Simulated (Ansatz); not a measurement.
# CH5AlS2: from a rough start to a minimum

What shape does CH5AlS2 take? The plan is to relax it, then compute its harmonic vibrations to see whether it is a minimum and to get the zero-point energy and entropy.

Method: RKS PBE0-D4/def2-TZVP; program: Ansatz 0.2.0, Gaussian basis.

Levels to be run: relaxation at PBE-D4/def2-SVP; relaxation at PBE0-D4/def2-TZVP; harmonic vibrations at the same level.

1 further run of the same task is left out (set aside as unsound or not needed).

### 1 Starting geometry

9 atoms, charge 0, spin multiplicity 1.

Atoms are counted from 1 here; the program's logs count them from 0.

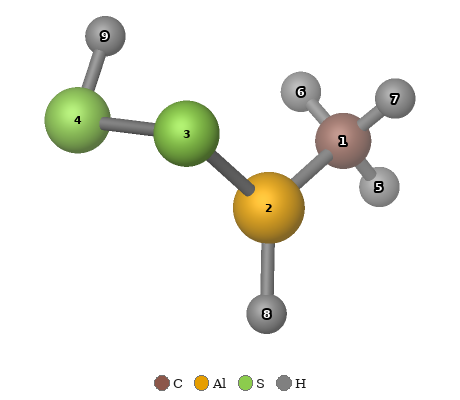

The starting geometry (carbon brown, aluminium amber, sulfur green, hydrogen grey); atoms are numbered from 1 in the order of the file.

Geometry (Å):

```mol
CH5AlS2
  3D, bonds by distance, orders not assigned

  9  8  0  0  0  0  0  0  0  0999 V2000
   -0.2831    0.7201   -1.2527 C   0  0
    0.4707   -0.8336   -0.3908 Al  0  0
    1.5553   -0.5945    1.5556 S   0  0
   -0.1256   -0.8313    2.6932 S   0  0
   -0.8427    0.4486   -2.2157 H   0  0
   -1.0652    1.2464   -0.5759 H   0  0
    0.4936    1.4989   -1.5008 H   0  0
    0.3430   -2.2587   -1.0538 H   0  0
   -0.4575    0.5578    2.7238 H   0  0
  1  2  8  0
  2  3  8  0
  3  4  8  0
  1  5  8  0
  1  6  8  0
  1  7  8  0
  2  8  8  0
  4  9  8  0
M  END
```

The start is a force-field geometry with small random shifts, so a cheaper pass at PBE-D4/def2-SVP comes first.

### 2 Relaxation at PBE-D4/def2-SVP (cheap first pass)

The input, in.yaml:

```yaml
crystal:
  periodic: [false, false, false]
  atoms:
    - {symbol: C, position_ang: [-0.283100, 0.720100, -1.252700]}
    - {symbol: Al, position_ang: [0.470700, -0.833600, -0.390800]}
    - {symbol: S, position_ang: [1.555300, -0.594500, 1.555600]}
    - {symbol: S, position_ang: [-0.125600, -0.831300, 2.693200]}
    - {symbol: H, position_ang: [-0.842700, 0.448600, -2.215700]}
    - {symbol: H, position_ang: [-1.065200, 1.246400, -0.575900]}
    - {symbol: H, position_ang: [0.493600, 1.498900, -1.500800]}
    - {symbol: H, position_ang: [0.343000, -2.258700, -1.053800]}
    - {symbol: H, position_ang: [-0.457500, 0.557800, 2.723800]}
basis:
  gaussian: {orbitals: def2-SVP}
hamiltonian: {xc: pbe, dispersion: d4}
relax: {f_tol: 0.03, max_steps: 200}
```

Command:

```sh
ansatz run in.yaml --threads 2 --pin off --events-out ev --progress --plain --max-ram 4352MiB
```

Standard output, shortened:

```text
Functional definition: PBE
  name "PBE"
  cite "Perdew, Burke & Ernzerhof, Phys. Rev. Lett. 77, 3865 (1996) doi:10.1103/PhysRevLett.77.3865"
  parent pbe
[...]
1051 factors; their error is unknown
[...]
mean field -29362.47815135 eV, -1079.0511694594 hartree, gradient 2.6e-5 eV, S^2 0.000000; 0 other end points of the search recorded, 0 dependent functions left out
[...]
reference -29362.47818784 eV, -1079.0511708006 hartree; 28, 28 occupied and 65, 65 virtual orbitals, 1051 factors
relax step   1: F+E_penalty+E_count = -29362.69135524 eV  Δ(F+E_penalty+E_count) = +0.000e0 eV  max|allowed force component| = 1.671e0 eV/Å  Δτ_max = 0.0000 Å  (28 SCF iters, accepted)
[...]
relax step   5: F+E_penalty+E_count = -29363.20569017 eV  Δ(F+E_penalty+E_count) = -6.027e-2 eV  max|allowed force component| = 2.186e-1 eV/Å  Δτ_max = 0.0774 Å  (28 SCF iters, accepted)
[...]
relax step   9: F+E_penalty+E_count = -29363.21820529 eV  Δ(F+E_penalty+E_count) = -3.326e-3 eV  max|allowed force component| = 1.338e-1 eV/Å  Δτ_max = 0.0580 Å  (28 SCF iters, accepted)
[...]
relax step  13: F+E_penalty+E_count = -29363.23061528 eV  Δ(F+E_penalty+E_count) = -1.105e-3 eV  max|allowed force component| = 1.243e-1 eV/Å  Δτ_max = 0.0976 Å  (28 SCF iters, accepted)
[...]
relax step  15: F+E_penalty+E_count = -29363.23270425 eV  Δ(F+E_penalty+E_count) = -6.788e-4 eV  max|allowed force component| = 7.297e-2 eV/Å  Δτ_max = 0.0523 Å  (30 SCF iters, accepted)
[...]
relax step  16: F+E_penalty+E_count = -29363.23362752 eV  Δ(F+E_penalty+E_count) = -9.233e-4 eV  max|allowed force component| = 2.786e-2 eV/Å  Δτ_max = 0.0260 Å  (30 SCF iters, accepted)
1051 factors; their error is unknown
[...]
mean field -29363.00544590 eV, -1079.0705471770 hartree, gradient 1.6e-5 eV, S^2 0.000000; 1 other end points of the search recorded, 0 dependent functions left out
[...]
reference -29363.00548173 eV, -1079.0705484936 hartree; 28, 28 occupied and 65, 65 virtual orbitals, 1051 factors
Total energy: -29363.23366335 eV, -1079.0789340133 hartree
Atom 0 at    -0.280360     0.780897    -1.098613 Å, force    -0.024250     0.021059     0.014336 eV/Å
Atom 1 at     0.506217    -0.784047    -0.213056 Å, force     0.013910    -0.027863    -0.010474 eV/Å
Atom 2 at     1.740771    -0.429720     1.671472 Å, force    -0.006832     0.010340    -0.010471 eV/Å
Atom 3 at    -0.282157    -0.957306     2.132168 Å, force    -0.011216    -0.020049    -0.002435 eV/Å
Atom 4 at    -1.289043     0.556063    -1.506227 Å, force     0.013173    -0.005696    -0.000950 eV/Å
Atom 5 at    -0.369753     1.651834    -0.416729 Å, force     0.005234     0.000739    -0.001220 eV/Å
Atom 6 at     0.348151     1.102323    -1.956935 Å, force     0.001989    -0.004603    -0.001970 eV/Å
Atom 7 at     0.576987    -2.253022    -0.831058 Å, force     0.005392     0.002749     0.000637 eV/Å
Atom 8 at    -0.862313     0.286678     2.201880 Å, force     0.002601     0.023322     0.012546 eV/Å
Dipole moment:    -0.321163     0.268879     0.020915 e Å
```

Wall time 30 s (2 threads of Intel Xeon Platinum 8175M at 2.50GHz, shared host).

Step by step: (the energy doesn't fall at every step)

```tsv
step	energy from step 1 (eV)	largest force component (eV/Å)
1	0.0000	1.6713
2	-0.2860	0.4962
3	-0.4489	0.3560
4	-0.4541	1.0197
5	-0.5143	0.2186
6	-0.5195	0.0819
7	-0.5222	0.0656
8	-0.5235	0.1539
9	-0.5269	0.1338
10	-0.5305	0.1480
11	-0.5242	0.1952
12	-0.5382	0.0219
13	-0.5393	0.1243
14	-0.5407	0.0997
15	-0.5413	0.0730
16	-0.5423	0.0279
```

The force was under the threshold of 0.03 eV/Å already at step 12, but the program went on to step 16.

Distances of close pairs at the start and the end, largest changes first:

```tsv
bond	before (Å)	after (Å)	change (Å)
Al2–S4	3.141	2.480	-0.661
S3–S4	2.043	2.141	+0.097
S4–H9	1.429	1.374	-0.054
C1–H6	1.160	1.110	-0.051
Al2–S3	2.241	2.281	+0.040
C1–H5	1.146	1.111	-0.035
C1–Al2	1.930	1.963	+0.033
Al2–H8	1.577	1.595	+0.018
```

### 3 Geometry optimisation, PBE0-D4/def2-TZVP

The input, in.yaml:

```yaml
crystal:
  periodic: [false, false, false]
  atoms:
    - {symbol: C, position_ang: [-0.280360, 0.780897, -1.098613]}
    - {symbol: Al, position_ang: [0.506217, -0.784047, -0.213056]}
    - {symbol: S, position_ang: [1.740771, -0.429720, 1.671472]}
    - {symbol: S, position_ang: [-0.282157, -0.957306, 2.132168]}
    - {symbol: H, position_ang: [-1.289043, 0.556063, -1.506227]}
    - {symbol: H, position_ang: [-0.369753, 1.651834, -0.416729]}
    - {symbol: H, position_ang: [0.348151, 1.102323, -1.956935]}
    - {symbol: H, position_ang: [0.576987, -2.253022, -0.831058]}
    - {symbol: H, position_ang: [-0.862313, 0.286678, 2.201880]}
basis:
  gaussian: {orbitals: def2-TZVP}
hamiltonian: {xc: pbe0, dispersion: d4}
relax: {f_tol: 0.005, max_steps: 150}
```

Launched as before.

Standard output, shortened:

```text
Functional definition: PBE0
  name "PBE0"
  cite "Adamo & Barone, J. Chem. Phys. 110, 6158 (1999) doi:10.1063/1.478522"
  cite "Perdew, Burke & Ernzerhof, Phys. Rev. Lett. 77, 3865 (1996) doi:10.1103/PhysRevLett.77.3865"
  parent pbe
[...]
1221 factors; their error is unknown
[...]
mean field -29376.87914892 eV, -1079.5803963590 hartree, gradient 7.1e-5 eV, S^2 0.000000; 0 other end points of the search recorded, 0 dependent functions left out
[...]
reference -29376.87918058 eV, -1079.5803975225 hartree; 28, 28 occupied and 144, 144 virtual orbitals, 1221 factors
relax step   1: F+E_penalty+E_count = -29377.07429021 eV  Δ(F+E_penalty+E_count) = +0.000e0 eV  max|allowed force component| = 8.940e-1 eV/Å  Δτ_max = 0.0000 Å  (28 SCF iters, accepted)
[...]
Total energy: -29377.12933218 eV, -1079.5895904243 hartree
Atom 0 at    -0.281878     0.779856    -1.094699 Å, force    -0.001422    -0.000148     0.001321 eV/Å
Atom 1 at     0.483468    -0.774109    -0.200744 Å, force     0.000165     0.000129     0.000036 eV/Å
Atom 2 at     1.702559    -0.424012     1.662638 Å, force    -0.000477     0.000010    -0.000504 eV/Å
Atom 3 at    -0.263414    -0.952550     2.107297 Å, force    -0.000109     0.000592     0.000601 eV/Å
Atom 4 at    -1.274051     0.560472    -1.499997 Å, force     0.000742     0.000159    -0.000775 eV/Å
Atom 5 at    -0.366610     1.641274    -0.427344 Å, force     0.000853    -0.000257    -0.000339 eV/Å
Atom 6 at     0.347738     1.081564    -1.938136 Å, force    -0.000100     0.000318    -0.000422 eV/Å
Atom 7 at     0.577031    -2.227113    -0.817680 Å, force     0.000055     0.000063     0.000207 eV/Å
Atom 8 at    -0.836344     0.268318     2.191568 Å, force     0.000294    -0.000866    -0.000125 eV/Å
Dipole moment:    -0.300177     0.231189     0.031562 e Å
```

Wall time 38 s (2 threads of Intel Xeon Platinum 8175M at 2.50GHz, shared host); peak memory 0.45 GiB.

The steps of the relaxation:

```tsv
step	energy from step 1 (eV)	largest force component (eV/Å)
1	0.0000	0.8940
2	-0.0457	0.4271
3	-0.0541	0.0529
4	-0.0549	0.0183
5	-0.0549	0.0184
6	-0.0550	0.0054
7	-0.0550	0.0014
```

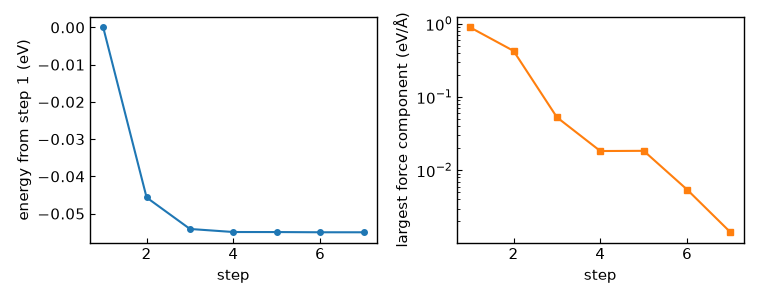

Energy and largest force along the relaxation.

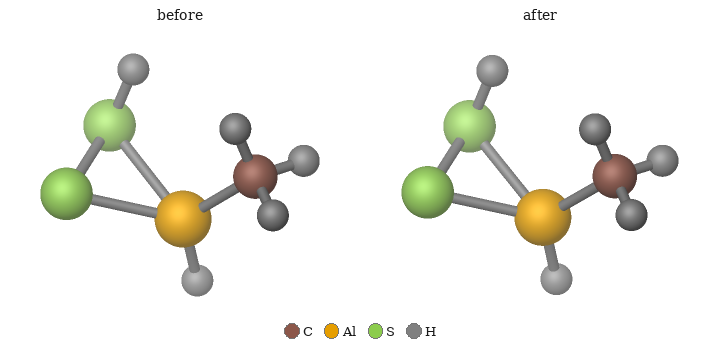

The geometry before (left) and after (right).

Close pairs (by a distance rule), those that changed most:

```tsv
bond	before (Å)	after (Å)	change (Å)
S3–S4	2.141	2.084	-0.057
Al2–S4	2.480	2.432	-0.048
Al2–S3	2.281	2.254	-0.027
S4–H9	1.374	1.351	-0.023
C1–H5	1.111	1.094	-0.017
C1–H6	1.110	1.093	-0.017
C1–H7	1.111	1.095	-0.016
Al2–H8	1.595	1.581	-0.014
```

Mulliken charges at the end point, from the run's report:

```tsv
atom	value (e)
C1	-0.61
Al2	0.44
S3	-0.24
S4	-0.08
H5	0.14
H6	0.14
H7	0.14
H8	-0.11
H9	0.18
```

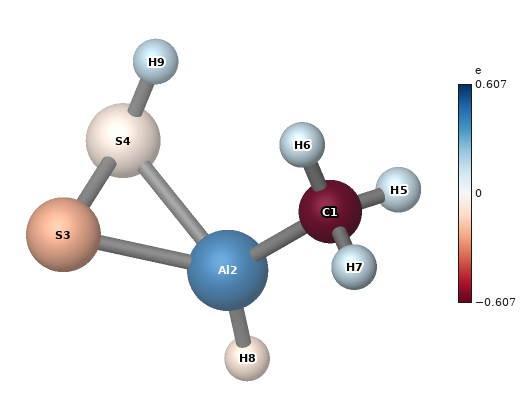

Mulliken charges at the end point, from the run's report, as colours on the atoms.

### 4 Harmonic vibrations

The input, in.yaml:

```yaml
crystal:
  periodic: [false, false, false]
  atoms:
    - {symbol: C, position_ang: [-0.281878, 0.779856, -1.094699]}
    - {symbol: Al, position_ang: [0.483468, -0.774109, -0.200744]}
    - {symbol: S, position_ang: [1.702559, -0.424012, 1.662638]}
    - {symbol: S, position_ang: [-0.263414, -0.952550, 2.107297]}
    - {symbol: H, position_ang: [-1.274051, 0.560472, -1.499997]}
    - {symbol: H, position_ang: [-0.366610, 1.641274, -0.427344]}
    - {symbol: H, position_ang: [0.347738, 1.081564, -1.938136]}
    - {symbol: H, position_ang: [0.577031, -2.227113, -0.817680]}
    - {symbol: H, position_ang: [-0.836344, 0.268318, 2.191568]}
basis:
  gaussian: {orbitals: def2-TZVP}
hamiltonian: {xc: pbe0, dispersion: d4}
phonons: {temperatures: {t_min: 298.15, t_max: 900, t_step: 200}}
```

Launched as before.

Standard output, shortened:

```text
Functional definition: PBE0
  name "PBE0"
  cite "Adamo & Barone, J. Chem. Phys. 110, 6158 (1999) doi:10.1063/1.478522"
  cite "Perdew, Burke & Ernzerhof, Phys. Rev. Lett. 77, 3865 (1996) doi:10.1103/PhysRevLett.77.3865"
  parent pbe
[...]
1221 factors; their error is unknown
[...]
mean field -29376.93256179 eV, -1079.5823592458 hartree, gradient 3.2e-5 eV, S^2 0.000000; 0 other end points of the search recorded, 0 dependent functions left out
[...]
reference -29376.93259328 eV, -1079.5823604028 hartree; 28, 28 occupied and 144, 144 virtual orbitals, 1221 factors
[...]
1221 factors; their error is unknown
mean field -29376.93240368 eV, -1079.5823534352 hartree, gradient 2.7e-6 eV, S^2 0.000000; 0 other end points of the search recorded, 0 dependent functions left out
[...]
reference -29376.93243516 eV, -1079.5823545922 hartree; 28, 28 occupied and 144, 144 virtual orbitals, 1221 factors
[...]
Atom 1 at     0.483468    -0.774109    -0.200744 Å, force     0.000165     0.000128     0.000021 eV/Å
Atom 2 at     1.702559    -0.424012     1.662638 Å, force    -0.000466     0.000031    -0.000506 eV/Å
Atom 3 at    -0.263414    -0.952550     2.107297 Å, force    -0.000139     0.000544     0.000648 eV/Å
Atom 4 at    -1.274051     0.560472    -1.499997 Å, force     0.000751     0.000155    -0.000766 eV/Å
Atom 5 at    -0.366610     1.641274    -0.427344 Å, force     0.000865    -0.000274    -0.000351 eV/Å
Atom 6 at     0.347738     1.081564    -1.938136 Å, force    -0.000103     0.000315    -0.000409 eV/Å
Atom 7 at     0.577031    -2.227113    -0.817680 Å, force     0.000057     0.000063     0.000204 eV/Å
Atom 8 at    -0.836344     0.268318     2.191568 Å, force     0.000315    -0.000847    -0.000171 eV/Å
Dipole moment:    -0.300178     0.231187     0.031563 e Å
Vibrations: 88.68 118.25 155.81 250.70 412.80 438.17 509.04 522.96 565.22 661.62 669.84 740.67 861.72 1218.71 1441.09 1443.42 1937.83 2629.68 3037.86 3114.84 3129.15 cm⁻¹, zero-point energy 1.484592 eV
```

It took 3.3 min on 2 threads of Intel Xeon Platinum 8175M at 2.50GHz, shared host; peak memory 0.49 GiB.

Motions are named by where the mode's potential energy lies. The modes, unscaled (a negative number is an imaginary wavenumber):

```tsv
mode	cm⁻¹	motion
1	89	torsion
2	118	bend
3	156	bend
4	251	Al–S stretch with bend
5	413	Al–S stretch
6	438	bend with torsion
7	509	bend
8	523	S–S and Al–S stretch
9	565	bend
10	662	Al–C stretch
11	670	bend with torsion
12	741	bend
13	862	bend
14	1219	bend
15	1441	bend
16	1443	bend
17	1938	Al–H stretch
18	2630	S–H stretch
19	3038	C–H stretch
20	3115	C–H stretch
21	3129	C–H stretch
```

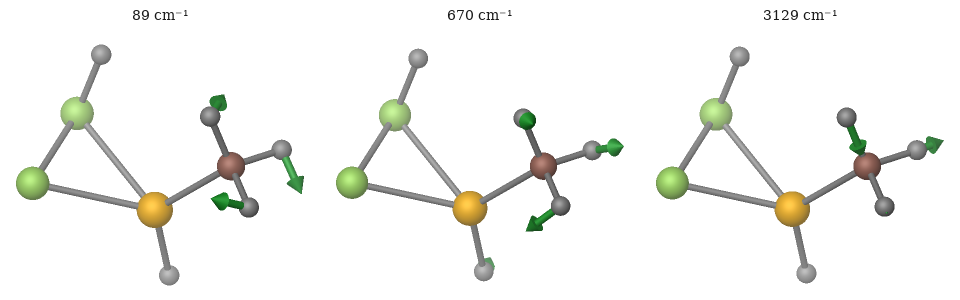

How the atoms move in 3 of the modes.

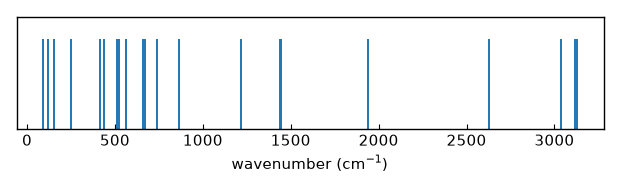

The harmonic wavenumbers as sticks (no intensities were computed).

From these modes and the moments of inertia (298.15 K, 1 bar, symmetry number 1):

```tsv
term	value
zero-point energy	143.2 kJ/mol
H(298) − E	164.2 kJ/mol
entropy, translation	167.3 J/(mol K)
entropy, rotation	113.0 J/(mol K)
entropy, vibration	66.3 J/(mol K)
entropy, total	346.5 J/(mol K)
```

### 5 What came out

```
                  quantity            value
               point group               C1
                     steps           16 + 7
shift from the start (rms)          0.566 Å
              total energy   -29377.1293 eV
           dispersion term         -197 meV
             dipole moment           1.83 D
lowest, highest wavenumber    89, 3129 cm⁻¹
         zero-point energy     143.2 kJ/mol
       entropy at 298.15 K  346.5 J/(mol K)
```

**Reading.** The atoms moved 0.57 Å (rms) from the start; the bond that changed most is Al2–S4, from 3.141 to 2.432 Å. The bonds at the end are not those of the start, so the run found another structure. All wavenumbers are real, so the end point is a minimum. The stiffest mode, 3129 cm⁻¹, is a C–H stretch, and 3 modes under 200 cm⁻¹ make the vibrational entropy uncertain. Harmonic hybrid wavenumbers usually lie a few per cent above measured fundamentals. The largest Mulliken charge, -0.61 e, sits on C1.
